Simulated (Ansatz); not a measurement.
## A hypothetical structure for Li2SnP2

This structure for Li2SnP2 is made up. Its elements were placed in a known structure type with a cell scaled to their sizes. What cell does the guess relax to, and how far off was it?

Program: Ansatz 0.2.0. Level of theory: DFT, PBEsol, plane-wave PAW, files of the set soft_1, scalar-relativistic, no spin, cell and ions relaxed at zero pressure; PAW set soft_1, in the first sound run; inputs show where later runs differ. Results are calculated unless marked as measured.

### 1. Set-up

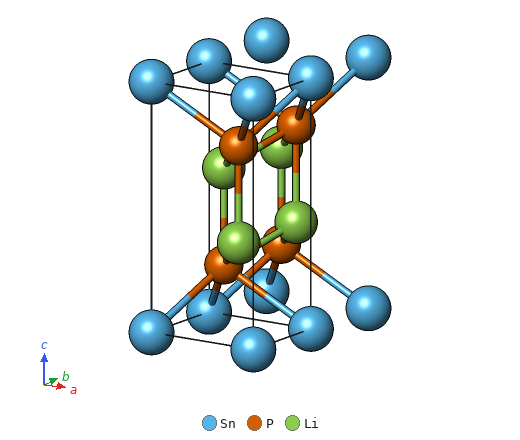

The starting structure, seen slightly off an axis (tin blue, phosphorus orange, lithium green). 1×2×1 cells are drawn. Bonds to atoms that aren't drawn are left out. Some periodic images of atoms are drawn too.

### 2. Relaxation of the guess

The guessed cell has no reason to be at equilibrium. It is relaxed with the atoms, within the space group of the guess.

Input file input.yaml:

```yaml
crystal:
  lattice:
    - [4.099, 0.0, 0.0]
    - [-2.0495, 3.54983813, 0.0]
    - [0.0, 0.0, 6.424]
  atoms:
    - { symbol: Sn, position: [0.0, 0.0, 0.0] }
    - { symbol: P, position: [0.333333333, 0.666666667, 0.2375] }
    - { symbol: P, position: [0.666666667, 0.333333333, 0.7625] }
    - { symbol: Li, position: [0.333333333, 0.666666667, 0.6246] }
    - { symbol: Li, position: [0.666666667, 0.333333333, 0.3754] }
kpoints:
  mp_grid: { grid: [8, 8, 4] }
scf:
  occupations: { method: fermi_dirac, width: 0.05 }
hamiltonian:
  xc: pbesol
  pseudopotentials: { kind: paw, azcp: { folder: soft_1 }, xc_functional: pbe }
relax:
  f_tol: 0.015
  max_steps: 70
  cell: {}
output:
  forces: true
  stress: true
```

Run with:

```sh
ansatz run input.yaml --threads 4 --pin off --max-ram 8192MiB --backend cpu --events-out ev --progress --plain --runs-dir out
```

Numbers of over 12 decimals in the logs are rounded to 6 here.

Log:

```text
Engine: ansatz 0.2.0, aarch64-unknown-linux-gnu
Pseudopotentials: kind: paw
Pseudopotential: Sn, paw, valence charge 14, recommended cutoff 420 eV (normal), soft_1/Sn.paw.azcp
Pseudopotential: P, paw, valence charge 5, recommended cutoff 420 eV (normal), soft_1/P.paw.azcp
Pseudopotential: Li, paw, valence charge 3, recommended cutoff 420 eV (normal), soft_1/Li.paw.azcp
Functional definition: PBEsol
  exchange = pbesol_x
  correlation = pbesol_c
Crystal: 5 atoms, lattice volume = 93.474 Å³
Basis set: ecut = 420 eV, 1797 PW (Γ), exchange–correlation on 60×60×90 points (8 copies of the dense FFT grid, shifted against one another)
Bands: 20, of which v1, the nominal top of the filled ones, is band 15 counted from 1 (14 counted from 0)
Symmetry: 12 space group operations
Space group: P-3m1 (ITA 164), of the structure as read, at distance tolerance 4.5e-5 Å
k-points: 35 of 256
Non-local potential: Sn, projectors of the file, l = 0: 2, l = 1: 2, l = 2: 2, l = 3: 1
Non-local potential: P, projectors of the file, l = 0: 2, l = 1: 2, l = 2: 1
Non-local potential: Li, projectors of the file, l = 0: 3, l = 1: 2, l = 2: 1
PAW form: soft (Blöchl's): semilocal exchange-correlation on the pseudo side does not see the compensation charge
PAW frozen core: Sn, regenerated for the run's functional, and the local potential with it (the file was generated under x = pbe(κ = 0.804, μ = 0.219515), c = pbe(β = 0.066725))
PAW frozen core: P, regenerated for the run's functional, and the local potential with it (the file was generated under x = pbe(κ = 0.804, μ = 0.219515), c = pbe(β = 0.066725))
PAW one-centre angular grid: Sn, 590 points (default); XC on 64 Gauss nodes
PAW one-centre angular grid: P, 110 points (default); XC on 64 Gauss nodes
PAW one-centre angular grid: Li, 110 points (default); XC on 64 Gauss nodes
Initial density: superposition of atomic densities (chi_scale 0.1, normalization cell, long waves kept (reshape's long-wave potential 0.06 eV rms))
Initial wavefunctions: pseudopotential atomic-orbital guess
Functional: x = pbesol(κ = 0.804, μ = 0.123457), c = pbesol(β = 0.046)
SCF iter   1: F=—  HF=-7838.712364 eV  |F-HF|=—  |Δ(HF+E_count)|=         —  Δρ=3.81e-2  dr2=5.88e0  ethr=3.10e-3  ⟨swp⟩=7.2  Hψ=4228  notcnv=0
preconditioner: auto → Kerker (q_TF=auto, 2.258 Å⁻¹)  [metal: Δε(μ)=0.133 eV  Ē_g=13.554 eV  σ=0.050 eV  W_gap=0.44  n_scr=22 (ndim 8)  ℏωp=19.6 eV  f_vac=0.000  D(μ)=0.75/eV (n_scr^D=2)]
SCF iter   2: F=—  HF=-7837.799349 eV  |F-HF|=—  |Δ(HF+E_count)|=   9.13e-1  Δρ=2.28e-2  dr2=2.24e0  ethr=3.10e-3  ⟨swp⟩=2.9  Hψ=1263  notcnv=0  defer=10
SCF iter   3: F=—  HF=-7837.297055 eV  |F-HF|=—  |Δ(HF+E_count)|=   5.02e-1  Δρ=4.66e-3  dr2=5.93e-2  ethr=3.10e-3  ⟨swp⟩=3.4  Hψ=1175  notcnv=0  defer=10
SCF iter   4: F=—  HF=-7837.288270 eV  |F-HF|=—  |Δ(HF+E_count)|=   8.79e-3  Δρ=1.70e-3  dr2=5.64e-3  ethr=1.98e-4  ⟨swp⟩=3.7  Hψ=1344  notcnv=0  defer=4
SCF iter   5: F=—  HF=-7837.287593 eV  |F-HF|=—  |Δ(HF+E_count)|=   6.77e-4  Δρ=4.22e-4  dr2=4.08e-4  ethr=1.88e-5  ⟨swp⟩=2.9  Hψ=1217  notcnv=0  defer=4
SCF iter   6: F=—  HF=-7837.287570 eV  |F-HF|=—  |Δ(HF+E_count)|=   2.32e-5  Δρ=9.34e-5  dr2=1.51e-5  ethr=1.36e-6  ⟨swp⟩=2.1  Hψ=904  notcnv=0  defer=4
SCF iter   7: F=—  HF=-7837.287579 eV  |F-HF|=—  |Δ(HF+E_count)|=   8.54e-6  Δρ=2.94e-5  dr2=2.07e-6  ethr=5.05e-8  ⟨swp⟩=2.9  Hψ=1205  notcnv=0  defer=4
SCF iter   8: F=—  HF=-7837.287579 eV  |F-HF|=—  |Δ(HF+E_count)|=   5.05e-7  Δρ=9.48e-6  dr2=1.99e-7  ethr=6.91e-9  ⟨swp⟩=2.2  Hψ=890  notcnv=0  defer=4
SCF iter   9: F=-7837.287579 eV  HF=-7837.287579 eV  |F-HF|=1.38e-9  |Δ(HF+E_count)|=   5.39e-9  Δρ=2.76e-6  dr2=1.42e-8  ethr=3.33e-10  ⟨swp⟩=5.1  Hψ=2374  notcnv=0
SCF 1 converged in 9 iterations: F = -7837.287579 eV  dr2 = 1.42e-8
  greatest PAW one-centre occupation: 1.000 electrons in one spin orbital (limit 2), on the Li atom at site 4 (counted from 0), in its partial waves of l = 0
relax step   1: F+E_penalty+E_count = -7837.28757908 eV  Δ(F+E_penalty+E_count) = +0.000e0 eV  max|allowed force component| = 4.725e-1 eV/Å  Δτ_max = 0.0000 Å  P = -3.857 GPa  Ω = 93.474 Å³  (9 SCF iters, dr2 threshold 1.00e-7 eV, accepted)
Crystal: 5 atoms, lattice volume = 84.604 Å³
Basis set: ecut = 420 eV, 1677 PW (Γ), exchange–correlation on 60×60×90 points (8 copies of the dense FFT grid, shifted against one another)
Initial density: handed on by an earlier stage of this run
Initial wavefunctions: those handed on with the density
iter 1 solved again at ethr=2.78e-4 eV; its pass at ethr=3.10e-3 eV (dr2=8.35e-2 eV) is discarded
SCF iter   1: F=—  HF=-7837.429196 eV  |F-HF|=—  |Δ(HF+E_count)|=         —  Δρ=7.12e-3  dr2=8.54e-2  ethr=2.78e-4  ⟨swp⟩=2.0  Hψ=4887  notcnv=0
preconditioner: auto → Resta (q_TF=auto, 2.295 Å⁻¹)  ε∞=4.7  [insulator: Δε(μ)=0.144 eV  Ē_g=8.351 eV  σ=0.050 eV  W_gap=0.61  n_scr=22 (ndim 8)  ℏωp=16.1 eV  f_vac=0.000  D(μ)=0.44/eV (n_scr^D=0)  ε∞_Penn≈4.7]
SCF iter   2: F=—  HF=-7837.410170 eV  |F-HF|=—  |Δ(HF+E_count)|=   1.90e-2  Δρ=3.43e-3  dr2=1.24e-2  ethr=2.78e-4  ⟨swp⟩=2.7  Hψ=1063  notcnv=0
SCF iter   3: F=—  HF=-7837.408512 eV  |F-HF|=—  |Δ(HF+E_count)|=   1.66e-3  Δρ=8.75e-4  dr2=5.50e-4  ethr=4.12e-5  ⟨swp⟩=2.0  Hψ=903  notcnv=0
SCF iter   4: F=—  HF=-7837.408627 eV  |F-HF|=—  |Δ(HF+E_count)|=   1.14e-4  Δρ=1.86e-4  dr2=3.73e-5  ethr=1.83e-6  ⟨swp⟩=2.8  Hψ=1167  notcnv=0
SCF iter   5: F=—  HF=-7837.408632 eV  |F-HF|=—  |Δ(HF+E_count)|=   5.78e-6  Δρ=5.45e-5  dr2=3.25e-6  ethr=1.24e-7  ⟨swp⟩=2.5  Hψ=1087  notcnv=0
SCF iter   6: F=-7837.408634 eV  HF=-7837.408634 eV  |F-HF|=6.63e-8  |Δ(HF+E_count)|=   1.68e-6  Δρ=1.16e-5  dr2=1.34e-7  ethr=1.67e-9  ⟨swp⟩=5.5  Hψ=2505  notcnv=0
SCF 2 converged in 6 iterations: F = -7837.408634 eV  dr2 = 1.34e-7
relax step   2: F+E_penalty+E_count = -7837.40863411 eV  Δ(F+E_penalty+E_count) = -1.211e-1 eV  max|allowed force component| = 6.261e-1 eV/Å  Δτ_max = 0.1078 Å  P = +3.169 GPa  Ω = 84.604 Å³  energy of the carried Pulay correction = +3.837e-4 eV  (6 SCF iters, dr2 threshold 5.00e-7 eV, accepted)
Crystal: 5 atoms, lattice volume = 86.741 Å³
Basis set: ecut = 420 eV, 1691 PW (Γ), exchange–correlation on 60×60×90 points (8 copies of the dense FFT grid, shifted against one another)
iter 1 solved again at ethr=9.20e-5 eV; its pass at ethr=3.10e-3 eV (dr2=2.76e-2 eV) is discarded
SCF iter   1: F=—  HF=-7837.461194 eV  |F-HF|=—  |Δ(HF+E_count)|=         —  Δρ=5.02e-3  dr2=2.78e-2  ethr=9.20e-5  ⟨swp⟩=1.7  Hψ=5139  notcnv=0
preconditioner: auto → Kerker (q_TF=auto, 2.286 Å⁻¹)  [metal: Δε(μ)=0.027 eV  Ē_g=8.092 eV  σ=0.050 eV  W_gap=0.13  n_scr=22 (ndim 8)  ℏωp=15.9 eV  f_vac=0.000  D(μ)=1.30/eV (n_scr^D=2)]
SCF iter   2: F=—  HF=-7837.456952 eV  |F-HF|=—  |Δ(HF+E_count)|=   4.24e-3  Δρ=2.92e-3  dr2=9.58e-3  ethr=9.20e-5  ⟨swp⟩=1.1  Hψ=705  notcnv=0
SCF iter   3: F=—  HF=-7837.455280 eV  |F-HF|=—  |Δ(HF+E_count)|=   1.67e-3  Δρ=5.33e-4  dr2=3.67e-4  ethr=3.19e-5  ⟨swp⟩=2.0  Hψ=972  notcnv=0
SCF iter   4: F=—  HF=-7837.455260 eV  |F-HF|=—  |Δ(HF+E_count)|=   2.01e-5  Δρ=1.84e-4  dr2=4.58e-5  ethr=1.22e-6  ⟨swp⟩=2.3  Hψ=1148  notcnv=0
SCF iter   5: F=—  HF=-7837.455252 eV  |F-HF|=—  |Δ(HF+E_count)|=   7.67e-6  Δρ=5.38e-5  dr2=3.65e-6  ethr=1.53e-7  ⟨swp⟩=2.1  Hψ=1077  notcnv=0
SCF iter   6: F=-7837.455253 eV  HF=-7837.455253 eV  |F-HF|=2.24e-8  |Δ(HF+E_count)|=   4.06e-7  Δρ=1.33e-5  dr2=2.22e-7  ethr=1.67e-9  ⟨swp⟩=5.7  Hψ=2782  notcnv=0
SCF 3 converged in 6 iterations: F = -7837.455253 eV  dr2 = 2.22e-7
relax step   3: F+E_penalty+E_count = -7837.45525277 eV  Δ(F+E_penalty+E_count) = -4.662e-2 eV  max|allowed force component| = 3.508e-1 eV/Å  Δτ_max = 0.0723 Å  P = +0.047 GPa  Ω = 86.741 Å³  energy of the carried Pulay correction = +2.878e-4 eV  (6 SCF iters, dr2 threshold 5.00e-7 eV, accepted)
Crystal: 5 atoms, lattice volume = 87.350 Å³
Basis set: ecut = 420 eV, 1715 PW (Γ), exchange–correlation on 60×60×90 points (8 copies of the dense FFT grid, shifted against one another)
iter 1 solved again at ethr=8.50e-5 eV; its pass at ethr=3.10e-3 eV (dr2=2.55e-2 eV) is discarded
SCF iter   1: F=—  HF=-7837.488518 eV  |F-HF|=—  |Δ(HF+E_count)|=         —  Δρ=3.20e-3  dr2=2.59e-2  ethr=8.50e-5  ⟨swp⟩=1.7  Hψ=4643  notcnv=0
preconditioner: auto → Kerker (q_TF=auto, 2.283 Å⁻¹)  [metal: Δε(μ)=0.104 eV  Ē_g=8.166 eV  σ=0.050 eV  W_gap=0.40  n_scr=22 (ndim 8)  ℏωp=15.9 eV  f_vac=0.000  D(μ)=0.88/eV (n_scr^D=2)]
SCF iter   2: F=—  HF=-7837.486544 eV  |F-HF|=—  |Δ(HF+E_count)|=   1.97e-3  Δρ=1.87e-3  dr2=1.14e-2  ethr=8.50e-5  ⟨swp⟩=1.2  Hψ=713  notcnv=0
SCF iter   3: F=—  HF=-7837.484743 eV  |F-HF|=—  |Δ(HF+E_count)|=   1.80e-3  Δρ=3.79e-4  dr2=2.97e-4  ethr=3.80e-5  ⟨swp⟩=2.0  Hψ=908  notcnv=0
SCF iter   4: F=—  HF=-7837.484675 eV  |F-HF|=—  |Δ(HF+E_count)|=   6.83e-5  Δρ=1.77e-4  dr2=8.41e-5  ethr=9.92e-7  ⟨swp⟩=2.0  Hψ=1123  notcnv=0
SCF iter   5: F=—  HF=-7837.484659 eV  |F-HF|=—  |Δ(HF+E_count)|=   1.60e-5  Δρ=5.93e-5  dr2=5.84e-6  ethr=2.80e-7  ⟨swp⟩=2.6  Hψ=1035  notcnv=0
SCF iter   6: F=—  HF=-7837.484660 eV  |F-HF|=—  |Δ(HF+E_count)|=   8.15e-7  Δρ=1.92e-5  dr2=6.04e-7  ethr=1.95e-8  ⟨swp⟩=2.5  Hψ=895  notcnv=0
SCF iter   7: F=-7837.484660 eV  HF=-7837.484660 eV  |F-HF|=7.78e-9  |Δ(HF+E_count)|=   1.58e-7  Δρ=5.14e-6  dr2=3.91e-8  ethr=1.67e-9  ⟨swp⟩=5.1  Hψ=2347  notcnv=0
SCF 4 converged in 7 iterations: F = -7837.484660 eV  dr2 = 3.91e-8
relax step   4: F+E_penalty+E_count = -7837.48465999 eV  Δ(F+E_penalty+E_count) = -2.941e-2 eV  max|allowed force component| = 8.388e-2 eV/Å  Δτ_max = 0.0595 Å  P = +0.286 GPa  Ω = 87.350 Å³  energy of the carried Pulay correction = +2.609e-4 eV  (7 SCF iters, dr2 threshold 5.00e-7 eV, accepted)
Crystal: 5 atoms, lattice volume = 87.504 Å³
iter 1 solved again at ethr=3.06e-6 eV; its pass at ethr=3.10e-3 eV (dr2=9.17e-4 eV) is discarded
SCF iter   1: F=—  HF=-7837.486562 eV  |F-HF|=—  |Δ(HF+E_count)|=         —  Δρ=6.58e-4  dr2=9.21e-4  ethr=3.06e-6  ⟨swp⟩=2.2  Hψ=4315  notcnv=0
preconditioner: auto → Kerker (q_TF=auto, 2.282 Å⁻¹)  [metal: Δε(μ)=0.050 eV  Ē_g=8.123 eV  σ=0.050 eV  W_gap=0.24  n_scr=22 (ndim 8)  ℏωp=15.9 eV  f_vac=0.000  D(μ)=0.85/eV (n_scr^D=2)]
SCF iter   2: F=—  HF=-7837.486494 eV  |F-HF|=—  |Δ(HF+E_count)|=   6.77e-5  Δρ=3.79e-4  dr2=3.98e-4  ethr=3.06e-6  ⟨swp⟩=1.0  Hψ=700  notcnv=0
SCF iter   3: F=—  HF=-7837.486426 eV  |F-HF|=—  |Δ(HF+E_count)|=   6.83e-5  Δρ=6.78e-5  dr2=1.64e-5  ethr=1.33e-6  ⟨swp⟩=2.0  Hψ=841  notcnv=0
SCF iter   4: F=—  HF=-7837.486423 eV  |F-HF|=—  |Δ(HF+E_count)|=   2.97e-6  Δρ=3.20e-5  dr2=2.55e-6  ethr=5.46e-8  ⟨swp⟩=3.0  Hψ=1226  notcnv=0
SCF iter   5: F=-7837.486422 eV  HF=-7837.486422 eV  |F-HF|=5.27e-9  |Δ(HF+E_count)|=   4.39e-7  Δρ=1.11e-5  dr2=1.99e-7  ethr=1.67e-9  ⟨swp⟩=5.6  Hψ=2595  notcnv=0
SCF 5 converged in 5 iterations: F = -7837.486422 eV  dr2 = 1.99e-7
relax step   5: F+E_penalty+E_count = -7837.48642248 eV  Δ(F+E_penalty+E_count) = -1.762e-3 eV  max|allowed force component| = 6.401e-3 eV/Å  Δτ_max = 0.0133 Å  P = +0.012 GPa  Ω = 87.504 Å³  energy of the carried Pulay correction = +2.541e-4 eV  (5 SCF iters, dr2 threshold 5.00e-7 eV, accepted)
Basis set: ecut = 420 eV, 1715 PW (Γ), exchange–correlation on 54×54×90 points (8 copies of the dense FFT grid, shifted against one another)
Initial wavefunctions: pseudopotential atomic-orbital guess (no wavefunctions were taken with the density)
iter 1 solved again at ethr=4.43e-7 eV; its pass at ethr=3.10e-3 eV (dr2=1.33e-4 eV) is discarded
SCF iter   1: F=—  HF=-7837.486267 eV  |F-HF|=—  |Δ(HF+E_count)|=         —  Δρ=6.09e-5  dr2=3.77e-7  ethr=4.43e-7  ⟨swp⟩=4.5  Hψ=6471  notcnv=0
preconditioner: auto → Kerker (q_TF=auto, 2.282 Å⁻¹)  [metal: Δε(μ)=0.049 eV  Ē_g=8.127 eV  σ=0.050 eV  W_gap=0.24  n_scr=22 (ndim 8)  ℏωp=15.9 eV  f_vac=0.000  D(μ)=0.85/eV (n_scr^D=2)]
SCF iter   2: F=—  HF=-7837.486255 eV  |F-HF|=—  |Δ(HF+E_count)|=   1.27e-5  Δρ=3.15e-5  dr2=1.72e-7  ethr=1.26e-9  ⟨swp⟩=2.2  Hψ=1231  notcnv=0
SCF iter   3: F=—  HF=-7837.486256 eV  |F-HF|=—  |Δ(HF+E_count)|=   1.75e-6  Δρ=5.12e-6  dr2=4.74e-8  ethr=5.75e-10  ⟨swp⟩=2.0  Hψ=1209  notcnv=0
SCF iter   4: F=—  HF=-7837.486256 eV  |F-HF|=—  |Δ(HF+E_count)|=   1.21e-8  Δρ=2.30e-6  dr2=7.63e-9  ethr=1.58e-10  ⟨swp⟩=1.5  Hψ=751  notcnv=0
SCF iter   5: F=—  HF=-7837.486256 eV  |F-HF|=—  |Δ(HF+E_count)|=   5.85e-9  Δρ=2.92e-7  dr2=5.94e-11  ethr=2.54e-11  ⟨swp⟩=2.0  Hψ=845  notcnv=0
SCF iter   6: F=-7837.486256 eV  HF=-7837.486256 eV  |F-HF|=1.82e-12  |Δ(HF+E_count)|=  6.46e-11  Δρ=7.02e-8  dr2=6.42e-12  ethr=1.00e-12  ⟨swp⟩=5.4  Hψ=2413  notcnv=0
SCF 6 converged in 6 iterations: F = -7837.486256 eV  dr2 = 6.42e-12
relax step   6: F+E_penalty+E_count = -7837.48625632 eV  Δ(F+E_penalty+E_count) = +1.662e-4 eV  max|allowed force component| = 6.243e-3 eV/Å  Δτ_max = 0.0000 Å  P = +0.012 GPa  Ω = 87.504 Å³  stress off target by 1.76e-2 GPa  SCF on the basis re-selected at this cell (its energy is not comparable with the rows above)  (6 SCF iters)
basis re-selected at this cell: Δ(F+E_penalty+E_count) = +1.662e-4 eV, ΔP = +0.001 GPa vs the last step (what re-selecting the basis moved, of the pressure what is left beyond the Pulay correction that the steps carried, after the strain that the cell walked since its last selection, with what the two solves' SCF thresholds leave and, on support functions, any second-order correction that the steps lacked; it is no measure of the basis error at this ecutwfc). The dense FFT grid was sized anew with the basis: this SCF ran on 27×27×45 points, the steps before it on 30×30×45, so part of this shift can come from that change (see relax.cell in the input reference). [rest of the remark cut]
SCF converged after 6 iterations
Free energy (F): -7837.486256 eV
Harris-Foulkes:  -7837.486256 eV  (|F-HF|=1.82e-12)
Internal energy: -7837.479086 eV  (E = F + TS)
E sigma→0 (E₀):  -7837.482671 eV
Entropy (-TS):   -0.007171 eV (-1.434 meV/atom)
Fermi energy:    6.887174 eV
--- Per-component energies (eV) ---
  E_band       = -262.549906
  E_kinetic    = 339.273601
  E_local      = -1788.714961  (includes V_loc(G=0)·N_el)
  E_nonlocal   = 173.542803
  E_hartree    = 806.857628
  E_xc         = -286.802523
  E_vxc        = -225.838334  (∫ρ·V_xc dr)
  E_paw        = -5429.563824  (= ΣΔE_a)
  E_vpaw       = -374.529140  (= ΣTr[D̂ρ^β])
  E_aug_tail   = 0.000802  (compensation charges beyond the density's cutoff)
  E_ewald      = -1652.449643
  E_core_change = 0.377032  (= ΣΔE_core)
  E_smearing   = -0.007171  (= −TS)
  E_closure    = -0.000000  (closes the sum)
  Σ components = -7837.486256   (vs F -7837.486256, Δ=0.00e0)
--- Forces (eV/Å), atoms counted from 1 ---
  atom   1  Sn     0.00000000     0.00000000     0.00000000
  atom   2  P     -0.00000000     0.00000000    -0.00624210
  atom   3  P      0.00000000     0.00000000     0.00624210
  atom   4  Li     0.00000000    -0.00000000    -0.00624278
  atom   5  Li    -0.00000000    -0.00000000     0.00624278
  max |Σ_I F_I| component: 6.48e-17 eV/Å
--- Stress (GPa, compression-positive) ---
        0.017623      -0.000000       0.000000
       -0.000000       0.017623       0.000000
       -0.000000      -0.000000       0.002165
  P = ⅓ Tr σ = 0.0125 GPa (0.125 kbar)
--- Relaxed structure (5 steps of the walk, 5 accepted, 1 SCFs on fresh bases) ---
  F+E_penalty+E_count = -7837.48625632 eV   max|allowed force component| = 6.243e-3 eV/Å   (the final SCF, on the basis selected at the relaxed cell)
  cell:  # Å, volume = 87.5039 Å³
    - [3.897128, 0, -4.133715041185391e-18]
    - [-1.948564, 3.375012, 2.0668575205926933e-18]
    - [-6.478405812392148e-18, 0, 6.652848]
  atoms:
    - { symbol: Sn, position: [0, 0, 0] }
    - { symbol: P, position: [0.333333, 0.666667, 0.227282] }
    - { symbol: P, position: [0.666667, 0.333333, 0.772718] }
    - { symbol: Li, position: [0.333333, 0.666667, 0.615190] }
    - { symbol: Li, position: [0.666667, 0.333333, 0.384810] }
```

Wall time 5.3 s (4 threads of Arm Neoverse V2, shared host); peak memory 0.42 GiB; 19 s of CPU time.

Relaxation path:

```
step  energy less that of the first step (eV)  largest force component (eV/Å)  pressure (GPa)  volume (Å³)
   1                                   0.0000                          0.4725           -3.86        93.47
   2                                  -0.1211                          0.6261            3.17        84.60
   3                                  -0.1677                          0.3508            0.05        86.74
   4                                  -0.1971                          0.0839            0.29        87.35
   5                                  -0.1988                          0.0064            0.01        87.50
  6*                                  -0.1987                          0.0062            0.01        87.50
```

Relaxation steps marked * repeat the geometry before them on a plane-wave basis chosen anew for their cell, so energy and pressure can jump there.

Forces are held to the 12 operations that the run works with; a distortion that breaks them can't arise in this run.

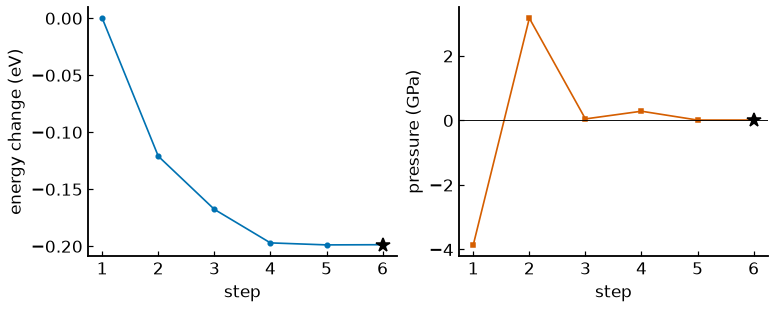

Energy and pressure along the relaxation. Stars mark steps on a basis chosen anew.

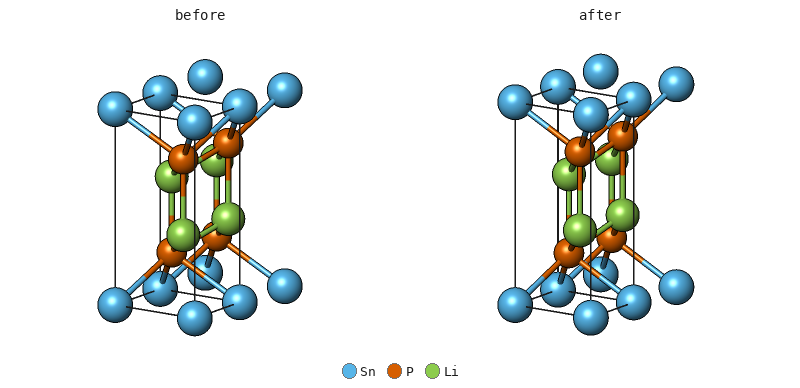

Before and after, at one scale. Bonds to atoms that aren't drawn are left out.

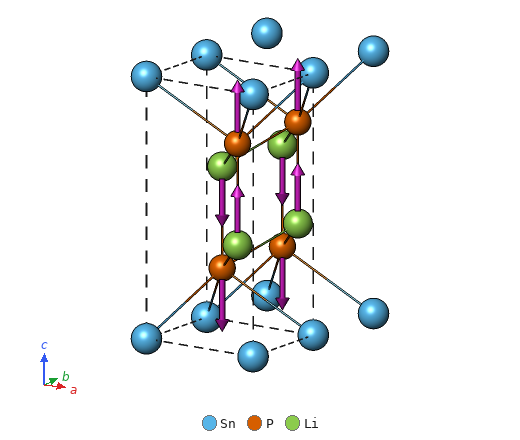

Displacements in the relaxation, exaggerated, measured against the changing cell; the longest in the cell stands for 0.07 Å. Bonds to atoms that aren't drawn are left out. 1×2×1 cells are drawn. Some periodic images of atoms are drawn too.

```
conventional cell, symmetrised  before  after  change
                         a (Å)   4.099  3.897  -4.9 %
                         b (Å)   4.099  3.897  -4.9 %
                         c (Å)   6.424  6.653  +3.6 %
              volume (Å³/atom)   18.69  17.50  -6.4 %
```

The atoms that moved most (Å, as changes of fractional coordinates times the final cell):

```
atom     dx     dy      dz  length
  P2  0.000  0.000  -0.068   0.068
  P3  0.000  0.000   0.068   0.068
 Li4  0.000  0.000  -0.063   0.063
 Li5  0.000  0.000   0.063   0.063
```

Numbers from this step:

```
free energy             : -7837.4863 eV
energy at zero smearing : -7837.4827 eV
smearing term TS        : 0.007171 eV
Fermi energy            : 6.887 eV
electrons               : 30
symmetry operations     : 12
pressure                : 0.01247 GPa
```

Shortest distances by pair of elements, guess and relaxed (not always the same contact):

```
 pair  guess (Å)  relaxed (Å)
 Li–P      2.487        2.482
 P–Sn      2.816        2.711
Li–Li      2.857        2.722
Li–Sn      3.379        3.408
  P–P      3.862        3.769
```

The relaxation ends with a largest force component of 0.0062 eV/Å and a pressure of 0.01 GPa.

(Part 1 of 2 ends here.)

[Logs are printed without paths, hosts, clocks, repeated set-up lines and the standing remarks that a program may print on its own settings, such as how far it seeks lower states.]

[Hosts, paths, dates, database ids (printed as entryN), source tags and the programs' standing remarks are cut or masked in the printed files.]
